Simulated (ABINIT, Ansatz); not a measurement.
# VCu3S4 (Sulvanite): G0W0 on several meshes in ABINIT

Aim: the GW shift of VCu3S4 (Sulvanite) against the k mesh.

Main program and level: ABINIT 10.8.3; LDA and many-body steps on it, plane waves.

In doubt: a PseudoDojo file used here is known to give poor structures and forces, which bears on pressures, cells, forces and phonons.

## Step 1: The starting structure

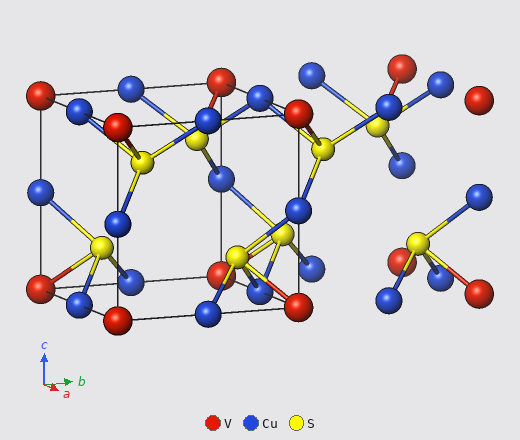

The starting structure, seen slightly off an axis (vanadium red, copper blue, sulfur yellow). 1×2×1 cells are drawn. Bonds to atoms that aren't drawn are left out. Some periodic images of atoms are drawn too.

The cell and positions come from the Crystallography Open Database and are kept as given unless a step says otherwise.

## Step 2: Empty states on the mesh, 2×2×2 mesh, 564 bands

This step: ABINIT 10.8.3; DFT, LDA, plane waves, norm-conserving pseudopotentials.

The sums over transitions need many empty states on a uniform mesh; this step solves for them.

File run.abi:

```
acell 3*1.0 Angstrom
rprim 
  5.391200000000 0.000000000000 0.000000000000
  0.000000000000 5.391200000000 0.000000000000
  0.000000000000 0.000000000000 5.391200000000
ntypat 3
znucl 23 29 16
natom 8
typat 1 2 2 2 3 3 3 3
xred 
  0.000000000000 0.000000000000 0.000000000000
  0.500000000000 0.000000000000 0.000000000000
  0.000000000000 0.500000000000 0.000000000000
  0.000000000000 0.000000000000 0.500000000000
  0.237200000000 0.237200000000 0.237200000000
  0.237200000000 0.762800000000 0.762800000000
  0.762800000000 0.762800000000 0.237200000000
  0.762800000000 0.237200000000 0.762800000000
pp_dirpath "pseudos"
pseudos "V.upf, Cu.upf, S.upf"
ecut 38
ngkpt 2 2 2
nshiftk 1
shiftk 0 0 0
kptopt 1
chksymbreak 0
iscf -2
irdden 1
istwfk *1
nband 564
nbdbuf 50
tolwfr 1e-09
nstep 60
prtvol 0
indata_prefix "in"
outdata_prefix "out"
tmpdata_prefix "tmp"
```

Started as:

```
$ OMP_NUM_THREADS=1 mpirun -n 4 abinit run.abi > log
```

Numbers of over 12 decimals in the logs are rounded to 6 here.

The program printed:

```text
.Version 10.8.3 of ABINIT. v10.8.2 released Aug 2026.

 Symmetries : space group P-4 3 m (#215); Bravais cP (primitive cubic)
[... echo of the input left out ...]
== DATASET  1 ==================================================================
-   mpi_nproc: 4, omp_nthreads: 1 (-1 if OMP is not activated)

--- !DatasetInfo
iteration_state: {dtset: 1, }
dimensions: {natom: 8, nkpt: 4, mband: 564, nsppol: 1, nspinor: 1, nspden: 1, mpw: 11872, }
cutoff_energies: {ecut:  38.0, pawecutdg:  -1.0, }
[...]
4.46870    4.46870    4.46870    4.51725    4.51726    4.51729    4.52480    4.52484
   4.52494    4.54287    4.54301    4.55799    4.57008    4.57048    4.57362    4.58129
   4.58284    4.58982    4.59915    4.60420
 prteigrs : prtvol=0 or 1, do not print more k-points.

== END DATASET(S) ==============================================================
================================================================================

 -outvars: echo values of variables after computation  --------
            nband         564
             nkpt           4
          spgroup         215
 [... the other variables as echoed above ...]

 Calculation completed.
```

Wall time 8.1 min (4 MPI ranks of Arm Neoverse V2, shared host); peak memory 1.1 GiB.

This step gave:

```
gap                                                           : 0.9837 eV
k of the valence top                                          : 0.5, 0.5, 0.5
k of the conduction bottom                                    : 0.5, 0, 0
least direct gap                                              : 1.388 eV
k points computed                                             : 4
lowest point of the top converged band, above the valence top : 109.9593 eV
```

On this mesh the gap is 0.984 eV.

The density comes from a self-consistent run that is not shown.

## Step 3: Screening, 2×2×2 mesh, 237 bands, screening to 141.5 eV

The RPA dielectric matrix is built and inverted for each q.

This step: RPA screening on LDA, plane waves, norm-conserving pseudopotentials.

Changes to run.abi since step 2:

```diff
@@ -26,10 +26,11 @@
 chksymbreak 0
-iscf -2
-irdden 1
 istwfk *1
-nband 564
-nbdbuf 50
-tolwfr 1e-09
-nstep 60
-prtvol 0
+occopt 1
+irdwfk 1
+optdriver 3
+nband 237
+ecuteps 5.2
+inclvkb 2
+awtr 1
+symchi 1
 indata_prefix "in"
```

The program printed:

```text
.Version 10.8.3 of ABINIT. v10.8.2 released Aug 2026.

 Symmetries : space group P-4 3 m (#215); Bravais cP (primitive cubic)
[... echo of the input left out ...]
== DATASET  1 ==================================================================
-   mpi_nproc: 4, omp_nthreads: 1 (-1 if OMP is not activated)

--- !DatasetInfo
iteration_state: {dtset: 1, }
dimensions: {natom: 8, nkpt: 4, mband: 237, nsppol: 1, nspinor: 1, nspden: 1, mpw: 11872, }
cutoff_energies: {ecut:  38.0, pawecutdg:  -1.0, }
electrons: {nelect:   9.40000000E+01, charge:   0.00000000E+00, occopt:   1.00000000E+00, tsmear:   1.00000000E-02, }

 SCREENING: Calculation of the susceptibility and dielectric matrices

 Based on a program developped by R.W. Godby, V. Olevano, G. Onida, and L. Reining.
 Incorporated in ABINIT by V. Olevano, G.-M. Rignanese, and M. Torrent.
.Using double precision arithmetic ; gwpc =  8

[... cell and pseudopotentials left out ...]
--------------------------------------------------------------------------------

 ==== K-mesh for the wavefunctions ====
 Number of points in the irreducible wedge :     4
[... list of points left out ...]
 Together with 24 symmetry operations and time-reversal symmetry
 yields     8 points in the full Brillouin Zone.

 ==== Q-mesh for the screening function ====
 Number of points in the irreducible wedge :     4
[... list of points left out ...]
 Together with 24 symmetry operations and time-reversal symmetry
 yields     8 points in the full Brillouin Zone.

 setmesh: FFT mesh size selected  =    40x   40x   40
          total number of points  =        64000

 vcoul_init : cutoff-mode = AUXILIARY_FUNCTION
 q-points for optical limit:   1
     1)      0.000010    0.000020    0.000030

- screening: taking advantage of time-reversal symmetry
- Maximum band index for partially occupied states nbvw = 47
- Remaining bands to be divided among processors   nbcw = 190
- Number of bands treated by each node ~47

 Number of electrons calculated from density =   94.0000; Expected =   94.0000
 average of density, n =  0.088895
 r_s =    1.3900
 omega_plasma =   28.7603 [eV]

 calculating chi0 at frequencies [eV] :
  1    0.000000E+00    0.000000E+00
  2    0.000000E+00    2.876028E+01

--------------------------------------------------------------------------------
  q-point number  1        q = ( 0.000000, 0.000000, 0.000000) [r.l.u.]
--------------------------------------------------------------------------------
[... chi0 elements left out ...]
 For q-point:  0.000010 0.000020 0.000030
  dielectric constant =   7.7844
  dielectric constant without local fields =  10.0141

  Average fulfillment of the sum rule on Im[epsilon] for q-point    1 :     43.47  [%]
[... wings left out ...]
  q-point number  2        q = ( 0.500000, 0.000000, 0.000000) [r.l.u.]
--------------------------------------------------------------------------------
[... chi0 elements left out ...]
  Average fulfillment of the sum rule on Im[epsilon] for q-point    2 :     46.69  [%]

 [... 2 further q-points ...]
```

It took 2.7 min on 4 MPI ranks; peak memory 2.5 GiB; 11 min of CPU time.

Numbers from this step:

```yaml
eps_infinity_with_local_fields_on_this_mesh_along_the_program_s_q_direction: 7.784
the_same_without_local_fields: 10.01
plasma_frequency: 28.76 eV
plane_waves_in_the_screening_matrix: 619
```

Local fields lower ε∞ by 22 %. On a Γ-centred mesh this coarse the value itself is usually too large, while a short band sum pulls it down.

## Step 4: 2×2×2

The self-energy is evaluated for the states that the input lists, and the levels follow from it, in one-shot runs by the linearised quasiparticle equation.

This step: G0W0 on LDA, plane waves, norm-conserving pseudopotentials.

Changes to run.abi since step 3:

```diff
@@ -29,8 +29,21 @@
 irdwfk 1
-optdriver 3
+optdriver 4
 nband 237
+gwcalctyp 0
+ecutsigx 38
+symsigma 1
+nkptgw 4
+kptgw 
+  0.5000000000 0.5000000000 0.5000000000
+  0.5000000000 0.0000000000 0.0000000000
+  0.5000000000 0.5000000000 0.0000000000
+  0.0000000000 0.0000000000 0.0000000000
+bdgw 
+  45 49
+  46 49
+  45 49
+  45 49
 ecuteps 5.2
-inclvkb 2
-awtr 1
-symchi 1
+irdscr 1
+ppmodel 1
 indata_prefix "in"
```

The program printed:

```text
.Version 10.8.3 of ABINIT. v10.8.2 released Aug 2026.

 Symmetries : space group P-4 3 m (#215); Bravais cP (primitive cubic)
[... echo of the input left out ...]
== DATASET  1 ==================================================================
-   mpi_nproc: 4, omp_nthreads: 1 (-1 if OMP is not activated)

--- !DatasetInfo
iteration_state: {dtset: 1, }
dimensions: {natom: 8, nkpt: 4, mband: 237, nsppol: 1, nspinor: 1, nspden: 1, mpw: 11872, }
cutoff_energies: {ecut:  38.0, pawecutdg:  -1.0, }
electrons: {nelect:   9.40000000E+01, charge:   0.00000000E+00, occopt:   1.00000000E+00, tsmear:   1.00000000E-02, }

 SIGMA: Calculation of the GW corrections

 Based on a program developped by R.W. Godby, V. Olevano, G. Onida, and L. Reining.
 Incorporated in ABINIT by V. Olevano, G.-M. Rignanese, and M. Torrent.
.Using double precision arithmetic ; gwpc =  8

[... cell and pseudopotentials left out ...]
--------------------------------------------------------------------------------

 ==== K-mesh for the wavefunctions ====
 Number of points in the irreducible wedge :     4
[... list of points left out ...]
 Together with 24 symmetry operations and time-reversal symmetry
 yields     8 points in the full Brillouin Zone.

 ==== Q-mesh for screening function ====
 Number of points in the irreducible wedge :     4
[... list of points left out ...]
 Together with 24 symmetry operations and time-reversal symmetry
 yields     8 points in the full Brillouin Zone.

 vcoul_init : cutoff-mode = AUXILIARY_FUNCTION
 q-points for optical limit:   1
     1)      0.000010    0.000020    0.000030
 setmesh: FFT mesh size selected  =    60x   60x   60
          total number of points  =       216000

 Number of electrons calculated from density =   94.0000; Expected =   94.0000
 average of density, n =  0.088895
 r_s =    1.3900
 omega_plasma =   28.7603 [eV]

 === KS Band Gaps ===
  >>>> For spin  1
   Minimum direct gap =   1.3875 [eV], located at k-point      :   0.5000  0.5000  0.0000
   Fundamental gap    =   0.9836 [eV], Top of valence bands at :   0.5000  0.5000  0.5000
                                       Bottom of conduction at :   0.5000  0.0000  0.0000
 SIGMA fundamental parameters:
 PLASMON POLE MODEL  1
 number of plane-waves for SigmaX                11753
 number of plane-waves for SigmaC and W            619
 number of plane-waves for wavefunctions         11753
 number of bands                                   237
 number of independent spin polarizations            1
 number of spinorial components                      1
 number of k-points in IBZ                           4
 number of q-points in IBZ                           4
 number of symmetry operations                      24
 number of k-points in BZ                            8
 number of q-points in BZ                            8
 number of frequencies for dSigma/dE                 9
 frequency step for dSigma/dE [eV]                0.25
 number of omega for Sigma on real axis              0
 max omega for Sigma on real axis  [eV]           0.00
 zcut for avoiding poles [eV]                     0.10

 EPSILON^-1 parameters (SCR file):
 dimension of the eps^-1 matrix on file            619
 dimension of the eps^-1 matrix used               619
 number of plane-waves for wavefunctions         11753
 number of bands                                   237
 number of q-points in IBZ                           4
 number of frequencies                               2
 number of real frequencies                          1
 number of imag frequencies                          1

 matrix elements of self-energy operator (all in [eV])

 Perturbative Calculation

--- !SelfEnergy_ee
iteration_state: {dtset: 1, }
kpoint     : [   0.500,    0.500,    0.500, ]
spin       : 1
KS_gap     :    1.530
QP_gap     :    2.628
Delta_QP_KS:    1.098
data: !SigmaeeData |
     Band     E0 <VxcDFT>   SigX SigC(E0)      Z dSigC/dE  Sig(E)    E-E0       E
       45   4.198 -21.975 -26.325   4.266   0.751  -0.331 -22.038  -0.063   4.135
       46   4.198 -21.975 -26.325   4.266   0.751  -0.331 -22.038  -0.063   4.135
       47   4.198 -21.975 -26.325   4.266   0.751  -0.331 -22.038  -0.063   4.135
       48   5.728 -20.272 -15.030  -3.842   0.739  -0.353 -19.237   1.035   6.763
       49   5.728 -20.272 -15.030  -3.842   0.739  -0.353 -19.237   1.035   6.763

--- !SelfEnergy_ee
iteration_state: {dtset: 1, }
kpoint     : [   0.500,    0.000,    0.000, ]
spin       : 1
KS_gap     :    1.567
QP_gap     :    2.723
Delta_QP_KS:    1.156
data: !SigmaeeData |
     Band     E0 <VxcDFT>   SigX SigC(E0)      Z dSigC/dE  Sig(E)    E-E0       E
       46   3.615 -22.959 -27.618   4.676   0.743  -0.345 -22.947   0.012   3.627
[...]
--- !SelfEnergy_ee
iteration_state: {dtset: 1, }
kpoint     : [   0.500,    0.500,    0.000, ]
spin       : 1
KS_gap     :    1.387
QP_gap     :    2.765
Delta_QP_KS:    1.377
data: !SigmaeeData |
     Band     E0 <VxcDFT>   SigX SigC(E0)      Z dSigC/dE  Sig(E)    E-E0       E
[...]
--- !SelfEnergy_ee
iteration_state: {dtset: 1, }
kpoint     : [   0.000,    0.000,    0.000, ]
spin       : 1
KS_gap     :    1.741
QP_gap     :    2.789
Delta_QP_KS:    1.048
data: !SigmaeeData |
     Band     E0 <VxcDFT>   SigX SigC(E0)      Z dSigC/dE  Sig(E)    E-E0       E
[...]
47   3.563 -24.990 -29.071   4.457   0.734  -0.363 -24.714   0.276   3.839
       48   5.304 -23.037 -17.007  -4.210   0.728  -0.374 -21.712   1.324   6.628
       49   5.304 -23.037 -17.007  -4.210   0.728  -0.374 -21.712   1.324   6.628

 New Fermi energy :        1.814166E-01 Ha ,    4.936598E+00 eV

 === QP Band Gaps ===
  >>>> For spin  1
   Minimum direct gap =   2.6277 [eV], located at k-point      :   0.5000  0.5000  0.5000
   Fundamental gap    =   2.2144 [eV], Top of valence bands at :   0.5000  0.5000  0.5000
                                       Bottom of conduction at :   0.5000  0.0000  0.0000

== END DATASET(S) ==============================================================
================================================================================

 -outvars: echo values of variables after computation  --------
           etotal      0.0000000000E+00
            nband         237
             nkpt           4
          spgroup         215
 [... the other variables as echoed above ...]

 Calculation completed.
```

It took 87 s on 4 MPI ranks; peak memory 2 GiB; 5.8 min of CPU time.

Numbers from this step:

```yaml
g0w0_gap_on_the_mesh: 2.215 eV
starting_gap_on_the_mesh: 0.9837 eV
k_of_the_valence_top: 0.5, 0.5, 0.5
k_of_the_conduction_bottom: 0.5, 0, 0
z_at_the_valence_top: 0.751
z_at_the_conduction_bottom: 0.74
least_direct_g0w0_gap_on_the_computed_points: 2.628 eV
```

The gap on the mesh goes from 0.98 eV to 2.21 eV, a correction of +1.23 eV.

## Step 5: Empty states on the mesh, 4×4×4 mesh, 259 bands

This step: DFT, LDA, plane waves, norm-conserving pseudopotentials.

Changes to run.abi since step 4:

```diff
@@ -21,3 +21,3 @@
 ecut 38
-ngkpt 2 2 2
+ngkpt 4 4 4
 nshiftk 1
@@ -26,24 +26,10 @@
 chksymbreak 0
+iscf -2
+irdden 1
 istwfk *1
-occopt 1
-irdwfk 1
-optdriver 4
-nband 237
-gwcalctyp 0
-ecutsigx 38
-symsigma 1
-nkptgw 4
-kptgw 
-  0.5000000000 0.5000000000 0.5000000000
-  0.5000000000 0.0000000000 0.0000000000
-  0.5000000000 0.5000000000 0.0000000000
-  0.0000000000 0.0000000000 0.0000000000
-bdgw 
-  45 49
-  46 49
-  45 49
-  45 49
-ecuteps 5.2
-irdscr 1
-ppmodel 1
+nband 259
+nbdbuf 22
+tolwfr 1e-09
+nstep 60
+prtvol 0
 indata_prefix "in"
```

The program printed:

```text
.Version 10.8.3 of ABINIT. v10.8.2 released Aug 2026.

 Symmetries : space group P-4 3 m (#215); Bravais cP (primitive cubic)
[... echo of the input left out ...]
== DATASET  1 ==================================================================
-   mpi_nproc: 4, omp_nthreads: 1 (-1 if OMP is not activated)

--- !DatasetInfo
iteration_state: {dtset: 1, }
dimensions: {natom: 8, nkpt: 10, mband: 259, nsppol: 1, nspinor: 1, nspden: 1, mpw: 11872, }
cutoff_energies: {ecut:  38.0, pawecutdg:  -1.0, }
[...]
2.31649    2.33690    2.33690    2.33690    2.36289    2.36574    2.36574    2.36574
   2.36642    2.36642    2.45647    2.45647    2.45660    2.45771    2.45772    2.45776
   2.47754    2.47814    2.48498
 prteigrs : prtvol=0 or 1, do not print more k-points.

== END DATASET(S) ==============================================================
================================================================================

 -outvars: echo values of variables after computation  --------
            nband         259
             nkpt          10
          spgroup         215
 [... the other variables as echoed above ...]

 Calculation completed.
```

Elapsed: 6.6 min, on 4 MPI ranks; peak memory 0.88 GiB.

Numbers from this step:

- gap: 0.9837 eV
- k of the valence top: 0.5, 0.5, 0.5
- k of the conduction bottom: 0.5, 0, 0
- least direct gap: 1.350 eV
- k points computed: 10
- lowest point of the top converged band, above the valence top: 57.2979 eV

On this mesh the gap is 0.984 eV.

## Step 6: Screening, 4×4×4 mesh, 237 bands, screening to 141.5 eV

This step: RPA screening on LDA, plane waves, norm-conserving pseudopotentials.

Changes to run.abi since step 5:

```diff
@@ -26,10 +26,11 @@
 chksymbreak 0
-iscf -2
-irdden 1
 istwfk *1
-nband 259
-nbdbuf 22
-tolwfr 1e-09
-nstep 60
-prtvol 0
+occopt 1
+irdwfk 1
+optdriver 3
+nband 237
+ecuteps 5.2
+inclvkb 2
+awtr 1
+symchi 1
 indata_prefix "in"
```

The program printed:

```text
.Version 10.8.3 of ABINIT. v10.8.2 released Aug 2026.

 Symmetries : space group P-4 3 m (#215); Bravais cP (primitive cubic)
[... echo of the input left out ...]
== DATASET  1 ==================================================================
-   mpi_nproc: 4, omp_nthreads: 1 (-1 if OMP is not activated)

--- !DatasetInfo
iteration_state: {dtset: 1, }
dimensions: {natom: 8, nkpt: 10, mband: 237, nsppol: 1, nspinor: 1, nspden: 1, mpw: 11872, }
cutoff_energies: {ecut:  38.0, pawecutdg:  -1.0, }
electrons: {nelect:   9.40000000E+01, charge:   0.00000000E+00, occopt:   1.00000000E+00, tsmear:   1.00000000E-02, }

 SCREENING: Calculation of the susceptibility and dielectric matrices

 Based on a program developped by R.W. Godby, V. Olevano, G. Onida, and L. Reining.
 Incorporated in ABINIT by V. Olevano, G.-M. Rignanese, and M. Torrent.
.Using double precision arithmetic ; gwpc =  8

[... cell and pseudopotentials left out ...]
--------------------------------------------------------------------------------

 ==== K-mesh for the wavefunctions ====
 Number of points in the irreducible wedge :    10
[... list of points left out ...]
 Together with 24 symmetry operations and time-reversal symmetry
 yields    64 points in the full Brillouin Zone.

 ==== Q-mesh for the screening function ====
 Number of points in the irreducible wedge :    10
[... list of points left out ...]
 Together with 24 symmetry operations and time-reversal symmetry
 yields    64 points in the full Brillouin Zone.

 setmesh: FFT mesh size selected  =    40x   40x   40
          total number of points  =        64000

 vcoul_init : cutoff-mode = AUXILIARY_FUNCTION
 q-points for optical limit:   1
     1)      0.000010    0.000020    0.000030

- screening: taking advantage of time-reversal symmetry
- Maximum band index for partially occupied states nbvw = 47
- Remaining bands to be divided among processors   nbcw = 190
- Number of bands treated by each node ~47

 Number of electrons calculated from density =   94.0000; Expected =   94.0000
 average of density, n =  0.088895
 r_s =    1.3900
 omega_plasma =   28.7603 [eV]

 calculating chi0 at frequencies [eV] :
  1    0.000000E+00    0.000000E+00
  2    0.000000E+00    2.876028E+01

--------------------------------------------------------------------------------
  q-point number  1        q = ( 0.000000, 0.000000, 0.000000) [r.l.u.]
--------------------------------------------------------------------------------
[... chi0 elements left out ...]
 For q-point:  0.000010 0.000020 0.000030
  dielectric constant =   7.2946
  dielectric constant without local fields =   9.3975

  Average fulfillment of the sum rule on Im[epsilon] for q-point    1 :     43.56  [%]
[... wings left out ...]
  q-point number  2        q = ( 0.250000, 0.000000, 0.000000) [r.l.u.]
--------------------------------------------------------------------------------
[... chi0 elements left out ...]
  Average fulfillment of the sum rule on Im[epsilon] for q-point    2 :     49.37  [%]

 [... 8 further q-points ...]
```

Run time: 20 min. Hardware: 4 MPI ranks; peak memory 5.2 GiB; 80 min of CPU time.

Numbers from this step:

| Quantity | Value |
| --- | --- |
| ε∞ with local fields, on this mesh, along the program's q direction | 7.295 |
| the same without local fields | 9.398 |
| plasma frequency | 28.76 eV |
| plane waves in the screening matrix | 619 |

(Continued in part 2 of 2.)

[Paths, hosts, dates, memory and timing lines, banners, echoed tables and standing remarks are left out of the program output.]

[Logs are printed without paths, hosts, clocks, repeated set-up lines and the standing remarks that a program may print on its own settings, such as how far it seeks lower states.]

[Runs of the session that timed out or met a known fault of the program may be left out.]

[Hosts, paths, dates, database ids (printed as entryN), source tags and the programs' standing remarks are cut or masked in the printed files.]

[G0W0 gaps are taken among the corrected bands and points alone; a level outside them can change the order at an edge.]

[Where Ansatz stands beside ABINIT at settings called matched, ABINIT's density can come from a denser mesh and the files from another edition; pairs whose starting gaps differed by over 0.03 eV were left out, so agreement reads better than it is.]
